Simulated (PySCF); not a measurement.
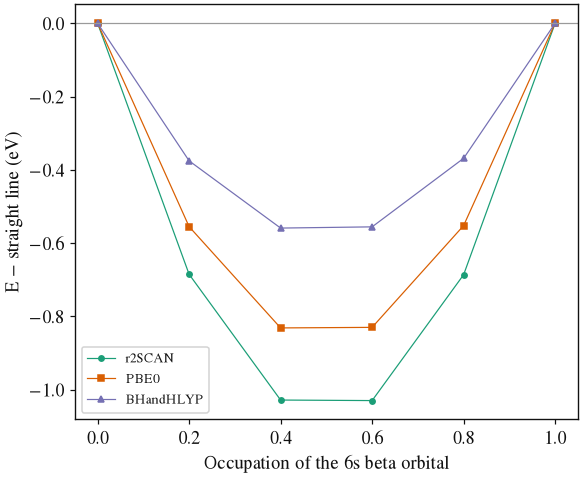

One 6s beta orbital of Pb²⁺ ([Xe] 4f¹⁴ 5d¹⁰ 6s²) is emptied in steps. The plot gives the energy less the straight line between the integer ends. PySCF, def2-SVP with a 60-electron core potential, unrestricted single determinants, no spin-orbit coupling.

**What do the curves say about each method?**

r2SCAN: convex (delocalisation error), largest departure −1.0 eV, removal energy 31.86 eV; PBE0: convex (delocalisation error), largest departure −0.83 eV, removal energy 31.75 eV; BHandHLYP: convex (delocalisation error), largest departure −0.56 eV, removal energy 31.49 eV. The measured removal energy is 31.94 eV. The exact energy is a straight line between whole electron numbers.
